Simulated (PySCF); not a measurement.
# CH₅Al (SMILES [CH3][AlH2]): what the fields show

```csv
atom,x (Å),y (Å),z (Å)
C,-0.0374,-0.0044,-0.9035
Al,0.0564,-0.0174,1.0503
H,0.7057,0.6895,-1.3336
H,0.1228,-0.9962,-1.3548
H,-1.0234,0.3609,-1.2417
H,-0.0572,1.3530,1.8569
H,0.2380,-1.3757,1.8646
```

Geometry: PBE0-D3(BJ)/ma-def2-SVP.

Computed with DFT single point, gas phase, functional B3LYP in PySCF.

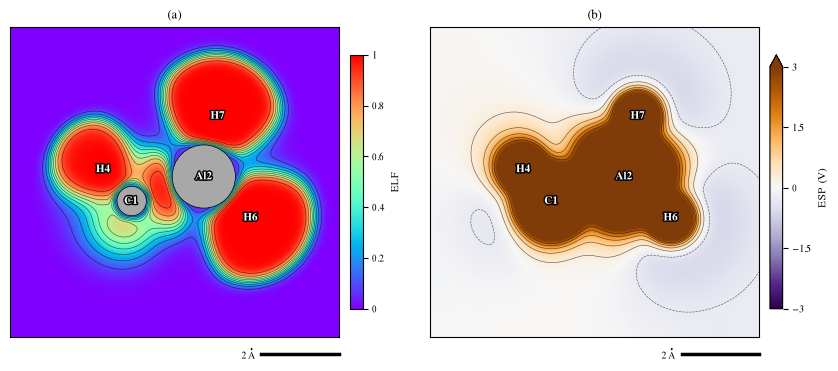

Figure 1. (a) ELF; (b) molecular electrostatic potential on the plane of atoms C1, Al2 and H6. Grey discs cover the atomic cores in the ELF map.

Q: Read the bonding off the picture.

A:
- The plane passes through C, Al and H nuclei.
- C–Al (1.96 Å): the ELF peaks at about 0.95 between the atoms, as expected for a polar covalent bond.
- C–H (1.10 Å): the ELF climbs to about 1 towards the hydrogen, as it does in any bond to H (an ordinary covalent bond to hydrogen).
- Al–H (1.59 Å): the ELF climbs to about 1 towards the hydrogen.
- Outside the dense part of the molecule the potential is most negative (−0.6 V) near H6.

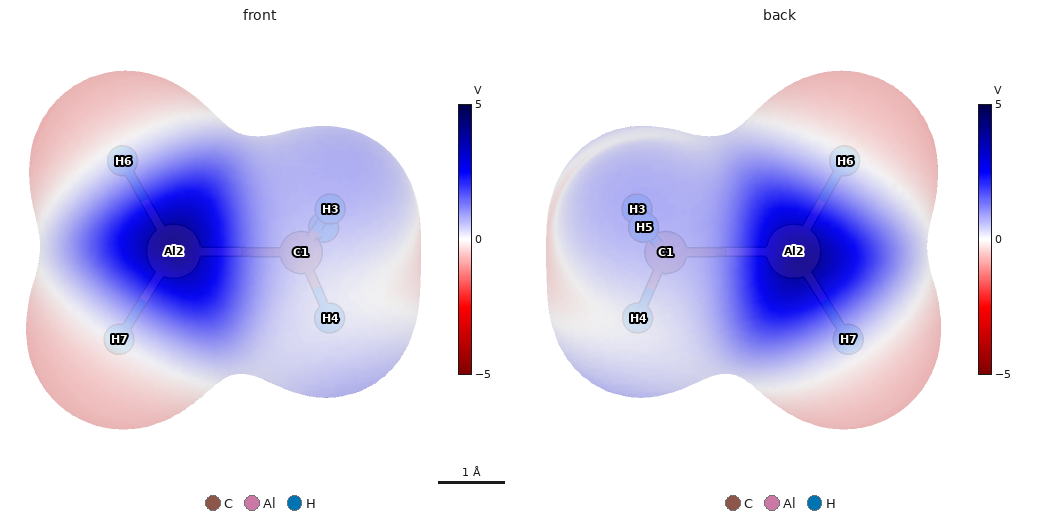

Figure 2. The electrostatic potential painted on the density surface at 0.002 e/bohr³, seen from the front and from behind; the colour scale runs from red (negative) to blue (positive).

Q: Describe the electrostatic potential map.

A: The most negative region (about −0.6 V) lies over H6 and H7, the most positive (about +3.9 V) over Al2.
